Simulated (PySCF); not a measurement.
# C9H9F: the cost of one run

Programs: PySCF 2.14.0, with routines of our own; each step states its level. All values are computed. Atoms count from 0.

## 1. The starting structure

19 atoms, charge 0, multiplicity 1; geometry from: GFN2-xTB.

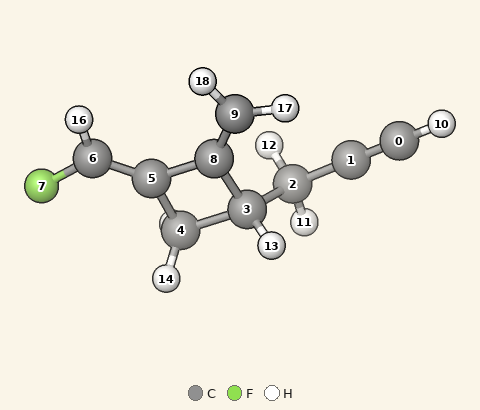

The starting geometry (carbon grey, fluorine green, hydrogen white).

## 2. Magnetic properties: GIAO BHandHLYP/pcSseg-1

The job: settings as JSON, then the geometry in Å.

```
{"job": {"kind": "mag", "xc": "BHandHLYP", "basis": "pcSseg-1", "isotopologues": 0}, "charge": 0, "multiplicity": 1}
C      3.197753     1.526107    -0.309060
C      2.460000     0.588131    -0.394737
C      1.560662    -0.544794    -0.469543
C      0.509400    -0.492515     0.640733
C     -0.580575    -1.589453     0.568079
C     -1.603879    -0.499380     0.370741
C     -2.915354    -0.481147     0.198853
F     -3.647833    -1.612226     0.176271
C     -0.581732     0.540650     0.442619
C     -0.582516     1.860658     0.355009
H      3.845109     2.348703    -0.243672
H      2.142462    -1.467365    -0.377065
H      1.063722    -0.543619    -1.444387
H      1.004555    -0.421674     1.611553
H     -0.714819    -2.170910     1.478658
H     -0.486941    -2.272632    -0.275252
H     -3.521747     0.401707     0.063018
H      0.332494     2.422157     0.435181
H     -1.490564     2.416852     0.195867
```

With the program's defaults for keys left out, this is: GIAO BHandHLYP/pcSseg-1 magnetisability, rotational g tensor and spin-rotation constants, non-relativistic, gas phase.

On the command line:

```sh
$ OMP_NUM_THREADS=1 python excited_run.py task.json out
```

This one command runs all jobs of the session in turn.

Q: Estimate the wall time and peak memory of this first job on 1 thread of Intel Xeon 6975P-C, shared host.

About 37 s, with a peak of 1 GiB.
